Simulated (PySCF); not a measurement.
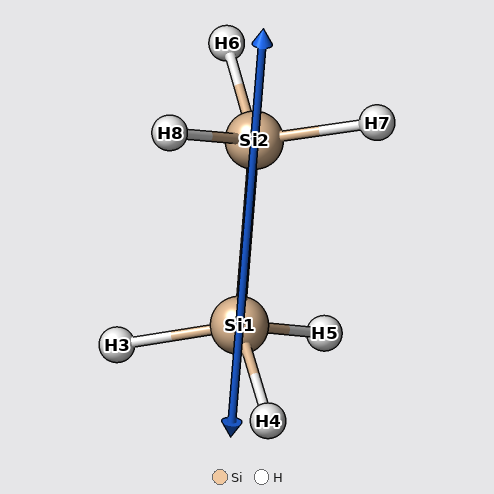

The double arrow shows the direction of the transition dipole to excited singlet state 4 (its length means nothing). The geometry was computed by an optimisation with PBE0-D3(BJ)/def2-SVP. No frequency run is at hand to confirm it as a minimum. Level of theory: TDDFT CAM-B3LYP/def2-SVPD, vertical, gas phase, core orbitals frozen in the response (PySCF 2.14.0).

How is the transition polarised?

Answer. Nearly parallel to the Si1–Si2 bond.

Give its energy, strength and character.

Answer. 8.03 eV (154 nm), oscillator strength 0.58, mainly HOMO → LUMO+1 (weight 0.93); transition dipole 4.35 D.
